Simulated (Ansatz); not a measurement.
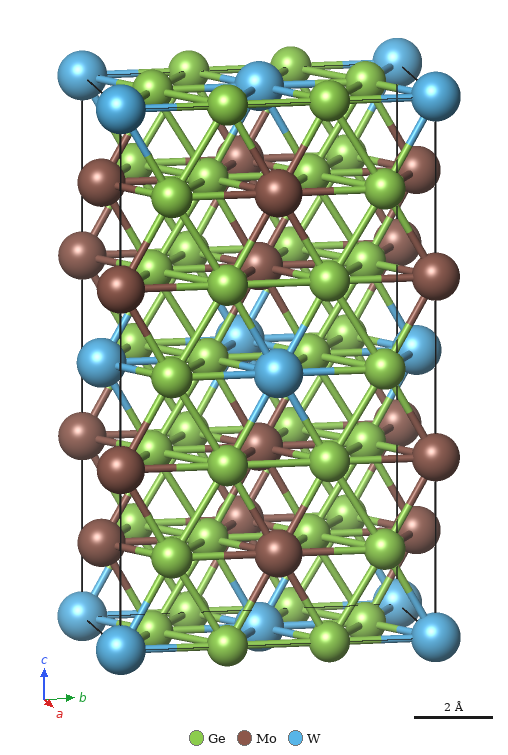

Shown here is a ball-and-stick view of the crystal, taken slightly off an axis. The conventional unit cell is drawn as a box.

Ge6Mo2W, space group Fmmm (No. 69), a = 4.721 Å, b = 8.287 Å, c = 14.166 Å, α = 90.00°, β = 90.00°, γ = 90.00°. The model was built from a structure type filled with these elements by a generator (whether the compound takes this form wasn't checked). Earlier steps of the study, as a rule a relaxation of our own, may have changed the cell and positions, so they can lie some per cent off the listed ones. Ansatz was used for an electronic-structure calculation on it.

This one geometry was computed with Ansatz (DFT, plane waves, PAW) at three levels of theory: PBE, r2SCAN and LDA.

Question: Which level gives the highest pressure at this volume, and what does that say about its equilibrium volume?

Answer: Highest: PBE (0.0 GPa), which points to the largest equilibrium volume. Lowest, with the smallest volume: LDA (-9.5 GPa). Levels within 0.5 GPa of each other can't be told apart.

Question: How does the band gap change with the level of theory?

Answer: All levels give a metal.

Question: Collect the results in a table.

Answer:
| level | cutoff (eV) | k-mesh of the run's cell | gap (eV) | pressure (GPa) |
| --- | --- | --- | --- | --- |
| PBE | 420 | 10×10×10 | metal | 0.0 |
| r2SCAN | 500 | 10×10×10 | metal | -4.1 |
| LDA | 420 | 10×10×10 | metal | -9.5 |

Gaps are taken on the k-mesh or band path of each run.
